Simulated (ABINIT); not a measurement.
# Quasiparticle gap of SiO2 (Quartz) in ABINIT, part 3 of 3

How does a plane-wave GW calculation on SiO2 (Quartz) run from the first input to the gap?

ABINIT 10.8.3; PBE and many-body steps on it, plane waves. Known limits of the many-body steps: not at the basis limit; coarse k mesh.

So far. Step 4 (Empty states on the mesh, 3×3×2 mesh, 236 bands): On this mesh the gap is 6.038 eV. Step 5 (Screening, 3×3×2 mesh, 216 bands, screening to 155.1 eV): Local fields lower ε∞ by 8 %. On a Γ-centred mesh this coarse the value itself is usually too large, while a short band sum pulls it down.

**6. Self-energy, 3×3×2 mesh, 216 bands, screening to 155.1 eV**

The self-energy is evaluated for the states that the input lists, and the levels follow from it, in one-shot runs by the linearised quasiparticle equation.

This step: G0W0 on PBE, plane waves, norm-conserving pseudopotentials.

Input file run.abi:

```
acell 3*1.0 Angstrom
rprim 
  4.915799999986 0.000000000003 0.000000000000
  -2.457899999996 4.257207679910 0.000000000000
  0.000000000000 0.000000000000 5.409100000000
ntypat 2
znucl 14 8
natom 9
typat 1 1 1 2 2 2 2 2 2
xred 
  0.530300000000 0.000000000000 0.333333333333
  0.000000000000 0.530300000000 0.666666666667
  0.469700000000 0.469700000000 -0.000000000000
  0.146200000000 0.414200000000 0.881000000000
  0.585800000000 0.732000000000 0.214333333333
  0.268000000000 0.853800000000 0.547666666667
  0.414200000000 0.146200000000 0.119000000000
  0.732000000000 0.585800000000 0.785666666667
  0.853800000000 0.268000000000 0.452333333333
pp_dirpath "pseudos"
pseudos "Si.upf, O.upf"
ecut 36
ngkpt 3 3 2
nshiftk 1
shiftk 0 0 0
kptopt 1
chksymbreak 0
istwfk *1
occopt 1
irdwfk 1
optdriver 4
nband 216
gwcalctyp 0
ecutsigx 36
symsigma 1
nkptgw 3
kptgw 
  0.3333333333 0.3333333333 0.0000000000
  0.0000000000 0.0000000000 0.0000000000
  0.0000000000 0.0000000000 0.5000000000
bdgw 
  22 26
  23 27
  22 26
ecuteps 5.7
irdscr 1
ppmodel 1
indata_prefix "in"
outdata_prefix "out"
tmpdata_prefix "tmp"
```

Started as:

```
$ OMP_NUM_THREADS=1 mpirun -n 4 abinit run.abi > log
```

Numbers of over 12 decimals in the logs are rounded to 6 here.

The log of the run:

```text
.Version 10.8.3 of ABINIT. v10.8.2 released Aug 2026.

 Symmetries : space group P3_1 2 1 (#152); Bravais hP (primitive hexag.)
[... echo of the input left out ...]
== DATASET  1 ==================================================================
-   mpi_nproc: 4, omp_nthreads: 1 (-1 if OMP is not activated)

--- !DatasetInfo
iteration_state: {dtset: 1, }
dimensions: {natom: 9, nkpt: 6, mband: 216, nsppol: 1, nspinor: 1, nspden: 1, mpw: 7935, }
cutoff_energies: {ecut:  36.0, pawecutdg:  -1.0, }
electrons: {nelect:   4.80000000E+01, charge:   0.00000000E+00, occopt:   1.00000000E+00, tsmear:   1.00000000E-02, }

 SIGMA: Calculation of the GW corrections

 Based on a program developped by R.W. Godby, V. Olevano, G. Onida, and L. Reining.
 Incorporated in ABINIT by V. Olevano, G.-M. Rignanese, and M. Torrent.
.Using double precision arithmetic ; gwpc =  8

[... cell and pseudopotentials left out ...]
--------------------------------------------------------------------------------

 ==== K-mesh for the wavefunctions ====
 Number of points in the irreducible wedge :     6
[... list of points left out ...]
 Together with  6 symmetry operations and time-reversal symmetry
 yields    18 points in the full Brillouin Zone.

 ==== Q-mesh for screening function ====
 Number of points in the irreducible wedge :     6
[... list of points left out ...]
 Together with  6 symmetry operations and time-reversal symmetry
 yields    18 points in the full Brillouin Zone.

 vcoul_init : cutoff-mode = AUXILIARY_FUNCTION
 q-points for optical limit:   1
     1)      0.000010    0.000020    0.000030
 setmesh: FFT mesh size selected  =    45x   45x   60
          total number of points  =       121500

 Number of electrons calculated from density =   48.0000; Expected =   48.0000
 average of density, n =  0.062835
 r_s =    1.5604
 omega_plasma =   24.1800 [eV]

 === KS Band Gaps ===
  >>>> For spin  1
   Minimum direct gap =   6.3514 [eV], located at k-point      :   0.0000  0.0000  0.0000
   Fundamental gap    =   6.0382 [eV], Top of valence bands at :   0.3333  0.3333  0.0000
                                       Bottom of conduction at :   0.0000  0.0000  0.0000
 SIGMA fundamental parameters:
 PLASMON POLE MODEL  1
 number of plane-waves for SigmaX                 7935
 number of plane-waves for SigmaC and W            503
 number of plane-waves for wavefunctions          7935
 number of bands                                   216
 number of independent spin polarizations            1
 number of spinorial components                      1
 number of k-points in IBZ                           6
 number of q-points in IBZ                           6
 number of symmetry operations                       6
 number of k-points in BZ                           18
 number of q-points in BZ                           18
 number of frequencies for dSigma/dE                 9
 frequency step for dSigma/dE [eV]                0.25
 number of omega for Sigma on real axis              0
 max omega for Sigma on real axis  [eV]           0.00
 zcut for avoiding poles [eV]                     0.10

 EPSILON^-1 parameters (SCR file):
 dimension of the eps^-1 matrix on file            503
 dimension of the eps^-1 matrix used               503
 number of plane-waves for wavefunctions          7935
 number of bands                                   216
 number of q-points in IBZ                           6
 number of frequencies                               2
 number of real frequencies                          1
 number of imag frequencies                          1

 matrix elements of self-energy operator (all in [eV])

 Perturbative Calculation

--- !SelfEnergy_ee
iteration_state: {dtset: 1, }
kpoint     : [   0.333,    0.333,    0.000, ]
spin       : 1
KS_gap     :    8.953
QP_gap     :   12.001
Delta_QP_KS:    3.048
data: !SigmaeeData |
     Band     E0 <VxcDFT>   SigX SigC(E0)      Z dSigC/dE  Sig(E)    E-E0       E
       22  -0.238 -19.753 -25.566   4.026   0.815  -0.226 -21.210  -1.457  -1.695
       23  -0.238 -19.753 -25.566   4.026   0.815  -0.226 -21.210  -1.457  -1.695
       24   0.197 -20.113 -25.806   4.004   0.817  -0.224 -21.493  -1.380  -1.182
       25   9.150 -12.396  -7.182  -3.272   0.859  -0.164 -10.728   1.668  10.818
       26   9.150 -12.396  -7.182  -3.272   0.859  -0.164 -10.728   1.668  10.818

--- !SelfEnergy_ee
iteration_state: {dtset: 1, }
kpoint     : [   0.000,    0.000,    0.000, ]
spin       : 1
KS_gap     :    6.351
QP_gap     :    9.011
Delta_QP_KS:    2.660
data: !SigmaeeData |
     Band     E0 <VxcDFT>   SigX SigC(E0)      Z dSigC/dE  Sig(E)    E-E0       E
       23  -0.116 -19.544 -25.286   3.956   0.817  -0.224 -21.003  -1.459  -1.575
       24  -0.116 -19.544 -25.286   3.956   0.817  -0.224 -21.003  -1.459  -1.575
       25   6.235 -10.959  -6.503  -3.075   0.870  -0.150  -9.758   1.201   7.437
       26   9.528 -10.453  -5.270  -3.444   0.866  -0.155  -8.947   1.506  11.033
       27   9.528 -10.453  -5.270  -3.444   0.866  -0.155  -8.947   1.506  11.033

--- !SelfEnergy_ee
iteration_state: {dtset: 1, }
kpoint     : [   0.000,    0.000,    0.500, ]
spin       : 1
KS_gap     :    8.062
QP_gap     :   10.997
Delta_QP_KS:    2.934
data: !SigmaeeData |
     Band     E0 <VxcDFT>   SigX SigC(E0)      Z dSigC/dE  Sig(E)    E-E0       E
       22  -0.014 -19.915 -25.689   4.023   0.816  -0.225 -21.344  -1.429  -1.443
       23  -0.014 -19.915 -25.689   4.023   0.816  -0.225 -21.344  -1.429  -1.443
       24   0.108 -19.970 -25.710   4.010   0.816  -0.225 -21.382  -1.412  -1.303
       25   8.171 -12.281  -7.438  -3.076   0.862  -0.161 -10.759   1.522   9.693
       26   8.171 -12.281  -7.438  -3.076   0.862  -0.161 -10.759   1.522   9.693

== END DATASET(S) ==============================================================
================================================================================

 -outvars: echo values of variables after computation  --------
           etotal      0.0000000000E+00
            nband         216
             nkpt           6
          spgroup         152
 [... the other variables as echoed above ...]

 Calculation completed.
```

Elapsed: 56 s, on 4 MPI ranks of Arm Neoverse V2, shared host; peak memory 2.1 GiB; 3.7 min of CPU time.

This step gave:

```
G0W0 gap on the points computed              : 8.619 eV
starting gap on the mesh                     : 6.038 eV
k of the valence top                         : 0.3333, 0.3333, 0
k of the conduction bottom                   : 0, 0, 0
Z at the valence top                         : 0.817
Z at the conduction bottom                   : 0.87
least direct G0W0 gap on the computed points : 9.012 eV
```

The gap on the mesh goes from 6.04 eV to 8.62 eV, a correction of +2.58 eV.

Limits: finite bands, cutoff and mesh; coarse k mesh. v1 is the top filled band, c1 the lowest empty one. Levels before and after the correction, in eV, zero at the valence-band top of each column:

```
           conduction bottom  valence top
Kohn-Sham               6.04         0.00
     G0W0               8.62         0.00
```

```
                           level  energy (eV)
Kohn-Sham  (0.333 0.333 0) v3-v2       -0.436
Kohn-Sham     (0.333 0.333 0) v1        0.000
Kohn-Sham  (0.333 0.333 0) c1-c2        8.953
Kohn-Sham                Γ v2-v1       -0.313
Kohn-Sham                   Γ c1        6.038
Kohn-Sham                Γ c2-c3        9.331
     G0W0  (0.333 0.333 0) v3-v2       -0.513
     G0W0     (0.333 0.333 0) v1        0.000
     G0W0  (0.333 0.333 0) c1-c2       12.000
     G0W0                Γ v2-v1       -0.393
     G0W0                   Γ c1        8.619
     G0W0                Γ c2-c3       12.215
```

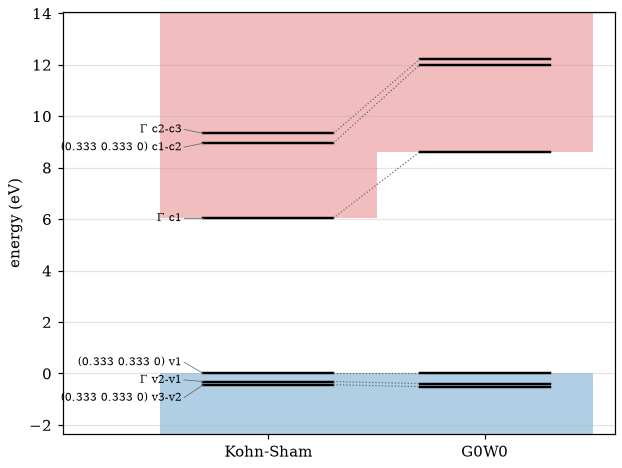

Levels before and after the correction. Shaded: valence and conduction bands.

**7. Where the time went**

Times are wall times on 4 MPI ranks of Arm Neoverse V2, shared host, good to a factor of about two.

```
                          step     time  share  memory (GiB)
                  ground state     72 s   15 %          0.48
bands along the symmetry lines     50 s   11 %          0.47
      empty states on the mesh  2.5 min   32 %          0.54
                     screening  2.4 min   30 %           2.3
                   self-energy     56 s   12 %           2.1
```

**8. Outcome**

```yaml
pbe_gap: 6.04 eV, indirect
g0w0_gap_on_the_mesh: 8.62 eV
gw_settings: 3×3×2 mesh, 216 bands, screening to 155.1 eV, Godby-Needs plasmon pole
known_limits: not at the basis limit; coarse k mesh
```

What this shows: G0W0 moves the gap on the mesh from 6.04 eV to 8.62 eV (+2.58 eV), with Z of 0.82 and 0.87 at the edges. Local fields lower the RPA ε∞ on this mesh from 2.54 to 2.33; a Γ-centred mesh this coarse tends to raise both, most where the direct gap is narrow, while a short band sum lowers them. Only 3 of the mesh's irreducible points were corrected, so a valley elsewhere could overtake. Bands and cutoff are finite, so the gap is not at the basis limit. The miss can reach some tenths of an eV and take either sign; the mesh is an error of its own. In the G0W0 run levels were corrected at 3 k points alone, so a gap called «on the mesh» is the least over those, and an edge elsewhere would be missed. The 3×3×2 mesh is coarse for this cell, which bears on the long-range parts of exchange and screening.

[Paths, hosts, dates, memory and timing lines, banners, echoed tables and standing remarks are left out of the program output.]

[Logs are printed without paths, hosts, clocks, repeated set-up lines and the standing remarks that a program may print on its own settings, such as how far it seeks lower states.]

[Runs of the session that timed out or met a known fault of the program may be left out.]

[Hosts, paths, dates, database ids (printed as entryN), source tags and the programs' standing remarks are cut or masked in the printed files.]

[G0W0 gaps are taken among the corrected bands and points alone; a level outside them can change the order at an edge.]

[Where Ansatz stands beside ABINIT at settings called matched, ABINIT's density can come from a denser mesh and the files from another edition; pairs whose starting gaps differed by over 0.03 eV were left out, so agreement reads better than it is.]
